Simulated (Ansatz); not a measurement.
```xyz
10

Al    0.9669   -0.5877   -0.8537
Al   -0.8911    0.5937    0.9287
F     0.3584   -1.1127   -2.3172
F    -2.4712    0.6866    0.3973
O    -0.2029   -1.0742    0.5005
O     0.3181    1.0812   -0.3851
H     2.5014   -0.7828   -0.5718
H    -0.6612   -1.9155    0.5804
H    -0.5508    1.1583    2.3562
H     0.6325    1.9531   -0.6354
```

Geometry: PBE0-D4/def2-SVP.

Computed with isolated molecule in a Gaussian basis; Kohn-Sham density functional theory, functional PBE0 (Ansatz).

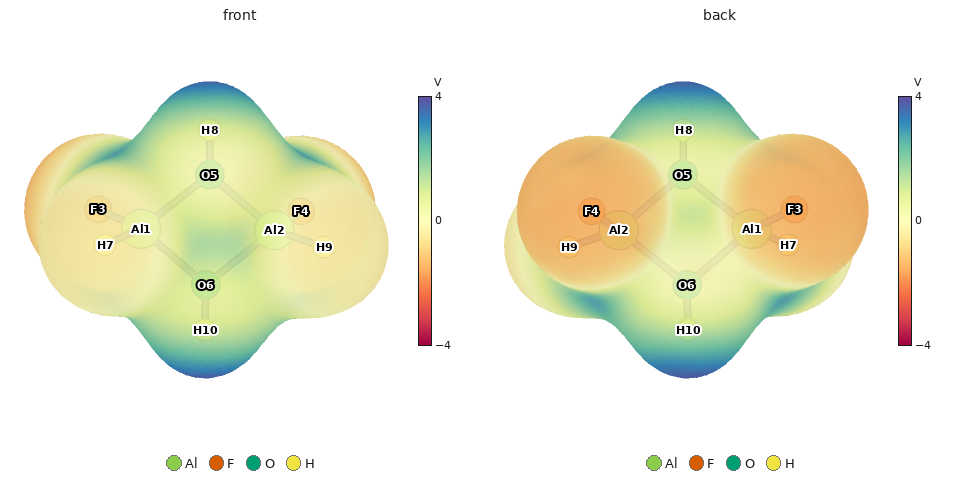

Al2F2H4O2 (SMILES [F][AlH-]1[OH+][AlH-]([F])[OH+]1). The molecular electrostatic potential painted on the density surface at 0.002 e/bohr³, seen from the front and from behind; the colour scale runs from red (negative) to blue (positive).

Question: Which sites attract a positive test charge, and which a negative one?

Answer: A positive charge is drawn to the negative regions and a negative charge to the positive ones. The most negative region (about −1.5 V) lies over F3 and F4, the most positive (about +3.7 V) over H8 and H10.

Question: What dipole moment does the calculation give?

Answer: Its dipole moment is 2.30 D.
